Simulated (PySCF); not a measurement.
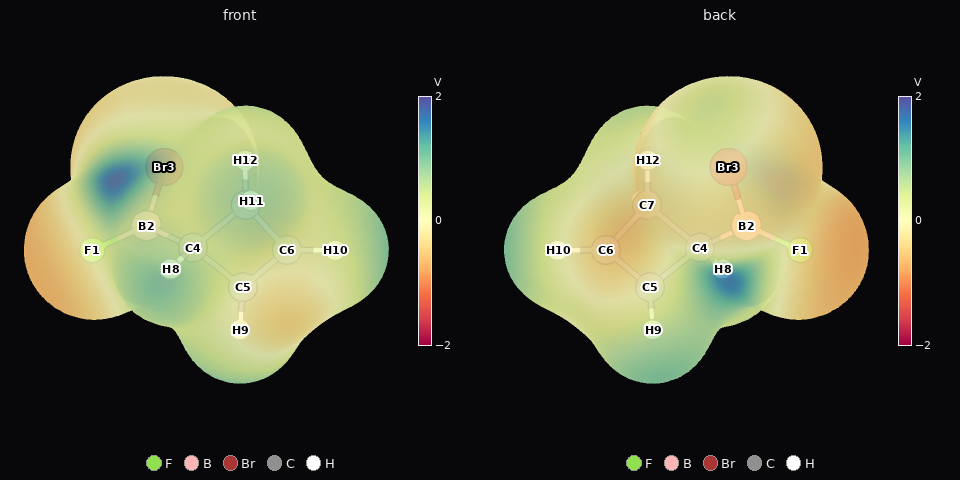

Figure. C$_{4}$H$_{5}$BBrF (SMILES FB(Br)[C@H]1C=CC1). The molecular electrostatic potential painted on the density surface at 0.002 e/bohr³, seen from the front and from behind; red is negative and blue positive.

Geometry: GFN2-xTB.

Method: wB97X-D/def2-SVPD, SCF density, gas phase in PySCF.

Input

```
{"job": {"kind": "uv", "xc": "wB97X-D", "basis": "def2-SVPD", "nstates": 8, "ntriplets": 3}, "charge": 0, "multiplicity": 1}
F      2.742305     0.591786     0.784969
B      1.756901    -0.008894     0.148203
Br     2.250865    -1.008119    -1.363650
C      0.266971     0.180926     0.612433
C     -0.529791     1.113641    -0.296399
C     -1.415013     0.188112    -0.646260
C     -0.799311    -0.884706     0.204215
H      0.201101     0.474944     1.663911
H     -0.367838     2.147453    -0.539406
H     -2.273059     0.177054    -1.291513
H     -1.415311    -1.224122     1.034908
H     -0.416621    -1.748761    -0.337440
```

Run with:

```sh
OMP_NUM_THREADS=1 python probes_run.py task.json out
```

Question: Describe the electrostatic potential map.

Answer: The most negative region (about −0.7 V, or −16 kcal/mol for a unit charge) lies over F1, the most positive (about +1.6 V, or +37 kcal/mol for a unit charge) over B2. Br3 shows a σ-hole: about +0.5 V, or +12 kcal/mol for a unit charge at the tip opposite its bond, against about −0.3 V on its flanks.

Question: What dipole moment does the calculation give?

Answer: Its dipole moment is 1.77 D.
